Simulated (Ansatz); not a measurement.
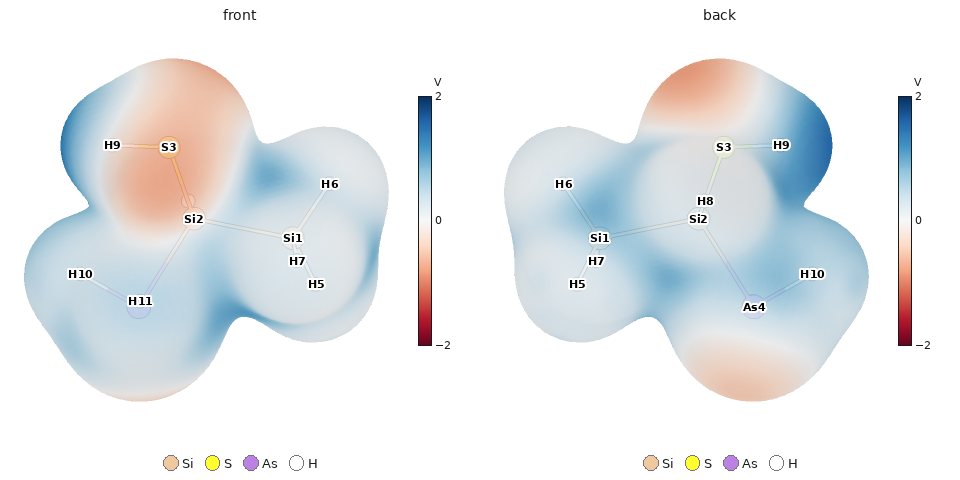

AsH7SSi2. The molecular electrostatic potential painted on the density surface at 0.002 e/bohr³, seen from the front and from behind; the colour scale runs from red (negative) to blue (positive).

Method: RKS PBE0-D4/def2-SVP in Ansatz.

Input

```
crystal:
  periodic: [false, false, false]
  atoms:
    - { symbol: Si, position_ang: [-1.0298, 1.2083, -0.303] }
    - { symbol: Si, position_ang: [-0.0703, -0.5247, 0.584] }
    - { symbol: S, position_ang: [1.1139, 0.114, 2.2234] }
    - { symbol: As, position_ang: [1.3493, -1.5232, -1.0184] }
    - { symbol: H, position_ang: [-1.9031, 0.8108, -1.4676] }
    - { symbol: H, position_ang: [-1.9267, 1.9138, 0.6971] }
    - { symbol: H, position_ang: [-0.0332, 2.2063, -0.7805] }
    - { symbol: H, position_ang: [-1.0404, -1.4617, 1.0485] }
    - { symbol: H, position_ang: [1.5817, -1.1861, 2.5317] }
    - { symbol: H, position_ang: [0.83706, -2.90593, -0.64464] }
    - { symbol: H, position_ang: [2.50999, -1.55391, 0.09526] }
basis:
  gaussian: { orbitals: def2-SVP }
hamiltonian:
  xc: pbe0
  dispersion: d4
relax:
  f_tol: 0.015
  max_steps: 40
output:
  orbitals: {}
```

Command:

```sh
ansatz run input.yaml --threads 2 --pin off --max-ram 3072MiB --backend cpu --events-out ev --progress --plain --runs-dir out
```

The fields are those of the relaxed geometry.

> Where is the surface potential most negative and most positive?

The most negative region (about −0.8 V) lies over S3, the most positive (about +1.5 V) over H9.
